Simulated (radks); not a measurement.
## Run report: Pr (charge +1.125), atomic calculation

System: Pr with charge +1.125 in the configuration [Xe] 4f3 6s0.875 (open shells shared over both j by 2j + 1).
Method: Dirac Kohn-Sham, PBE, spin-unpolarised, spherical densities, finite nucleus (the in-house radial solver radks).

### Input
```
Z 59
configuration [Xe] 4f3 6s0.875
relativity Dirac
functional pbe,pbe
spin unpolarised
j_filling average
nucleus finite rms 4.8919 fm
c 137.035999084
```

Energies in input and log are in hartree, lengths in bohr (the nuclear radius in fm).

### The program's output
```
1s1/2   1   2.0000       -1535.42844256
2s1/2   1   2.0000        -247.11355796
2p1/2   1   2.0000        -233.57077193
2p3/2   1   4.0000        -215.84902503
3s1/2   1   2.0000         -53.50128225
3p1/2   1   2.0000         -47.73956297
3p3/2   1   4.0000         -44.22837975
3d3/2   1   4.0000         -34.17294987
3d5/2   1   6.0000         -33.41618436
4s1/2   1   2.0000         -10.82756658
4p1/2   1   2.0000          -8.67126950
4p3/2   1   4.0000          -7.91588595
4d3/2   1   4.0000          -4.37570178
4d5/2   1   6.0000          -4.24319938
4f5/2   1   1.2857          -0.29469406
4f7/2   1   1.7143          -0.28206829
5s1/2   1   2.0000          -1.67689006
5p1/2   1   2.0000          -1.10465944
5p3/2   1   4.0000          -1.00210535
6s1/2   1   0.8750          -0.31951222
Etot -9241.89257801745
Ekin 9939.609107147746
Encl -22536.64980494223
Eh 3571.660884507304
Exc -216.51276473027002
err 3.635302626506799e-09
it 15
```

### Orbitals

| orbital | occupation | energy (eV) | ⟨r⟩ (bohr) | outer maximum (bohr) |
| --- | --- | --- | --- | --- |
| 1s | 2 | −41781.1 | 0.02409 | 0.0154 |
| 2s | 2 | −6724.3 | 0.1026 | 0.0874 |
| 2p1/2 | 2 | −6355.8 | 0.08605 | 0.0665 |
| 2p3/2 | 4 | −5873.6 | 0.09236 | 0.0719 |
| 3s | 2 | −1455.8 | 0.2720 | 0.249 |
| 3p1/2 | 2 | −1299.1 | 0.2617 | 0.236 |
| 3p3/2 | 4 | −1203.5 | 0.2740 | 0.248 |
| 3d3/2 | 4 | −929.893 | 0.2452 | 0.199 |
| 3d5/2 | 6 | −909.301 | 0.2491 | 0.202 |
| 4s | 2 | −294.633 | 0.6225 | 0.579 |
| 4p1/2 | 2 | −235.957 | 0.6403 | 0.588 |
| 4p3/2 | 4 | −215.402 | 0.6682 | 0.613 |
| 4d3/2 | 4 | −119.069 | 0.7217 | 0.631 |
| 4d5/2 | 6 | −115.463 | 0.7317 | 0.639 |
| 5s | 2 | −45.631 | 1.508 | 1.35 |
| 5p1/2 | 2 | −30.059 | 1.702 | 1.49 |
| 5p3/2 | 4 | −27.269 | 1.789 | 1.56 |
| 6s | 0.875 | −8.694 | 4.038 | 3.58 |
| 4f5/2 | 1.286 | −8.019 | 1.160 | 0.690 |
| 4f7/2 | 1.714 | −7.675 | 1.180 | 0.695 |

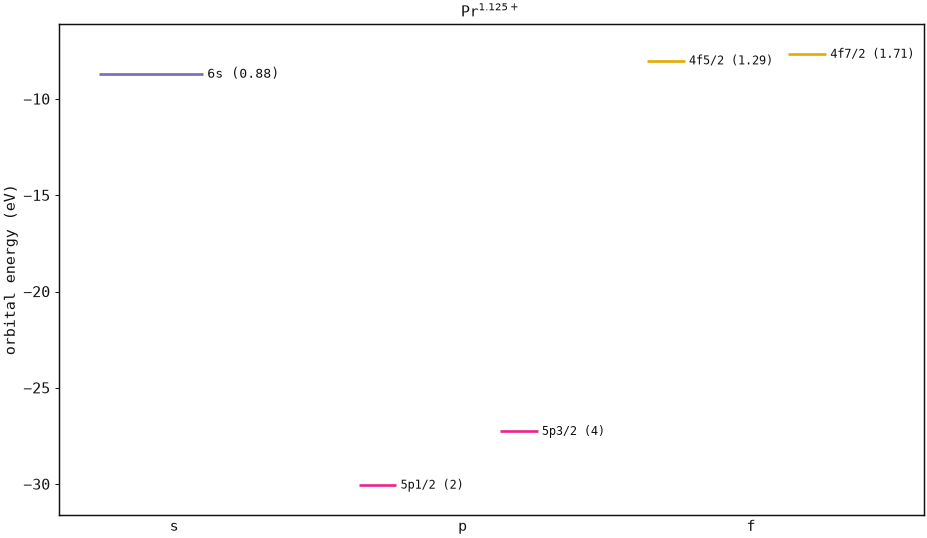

*The outer levels are drawn by angular momentum (occupations in brackets, the lower j at the left of each column).*

The highest occupied level is 4f7/2 at −7.68 eV. From the top down the occupied levels run 4f7/2 (−7.68 eV), 4f5/2 (−8.02 eV), 6s (−8.69 eV), 5p3/2 (−27.3 eV), 5p1/2 (−30.1 eV). Spin-orbit splittings: 4f 0.344 eV, 5p 2.79 eV.

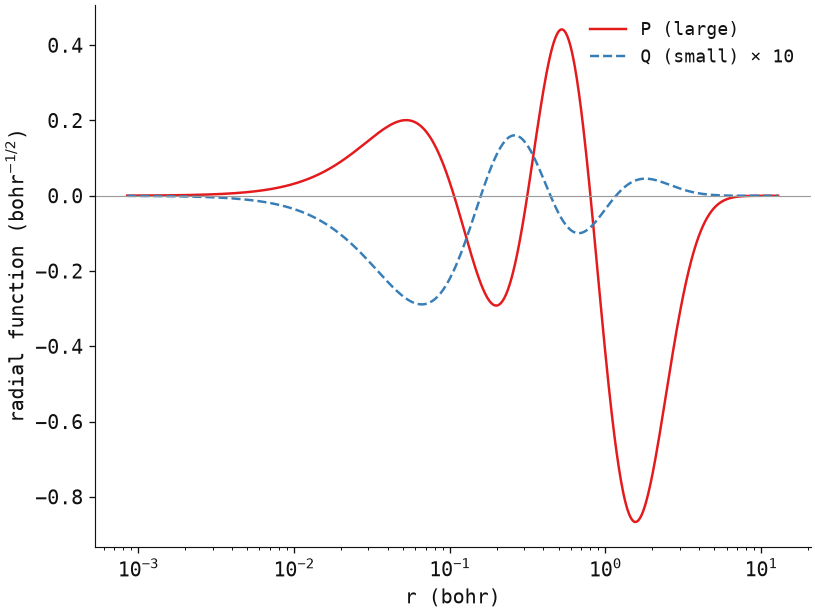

*The large and small radial components of one occupied spinor.*

It is 5p3/2. The spinor has κ = −2: the large component has l = 1 and 3 radial nodes (r = 0.107, 0.315 and 0.801 bohr), the small one has l = 2. The small component carries 0.015 % of the norm; ⟨r⟩ = 1.79 bohr and the eigenvalue is −27.3 eV. The nodes of P give n − l − 1 and its extent picks the shell; Q has as many nodes as P for κ < 0 and one more for κ > 0.

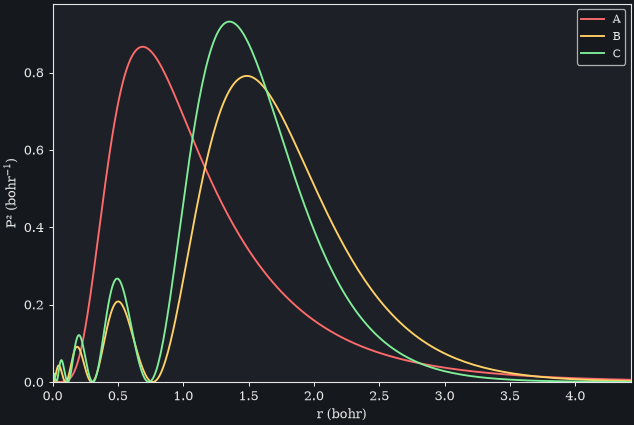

*The radial probability densities P² (large components) of 5s, 5p1/2 and 4f5/2.*

A is 4f5/2; B is 5p1/2; C is 5s. 4f5/2: outer maximum at 0.690 bohr, ⟨r⟩ = 1.16 bohr, 0 nodes, eigenvalue −8.02 eV; 5s: outer maximum at 1.35 bohr, ⟨r⟩ = 1.51 bohr, 4 nodes, eigenvalue −45.6 eV; 5p1/2: outer maximum at 1.49 bohr, ⟨r⟩ = 1.70 bohr, 3 nodes, eigenvalue −30.1 eV. The innermost lobes are too small to be seen at this scale.

### Summary

- outcome: converged
- total energy: −9241.8926 hartree
- kinetic energy: 9939.6091 hartree
- electron–nucleus energy: −22536.6498 hartree
- Hartree energy: 3571.6609 hartree
- exchange–correlation energy: −216.512765 hartree
- radius at density 0.001 e/bohr³: 4.52 bohr
- SCF iterations: 15
- hardware: 1 CPU thread, shared host
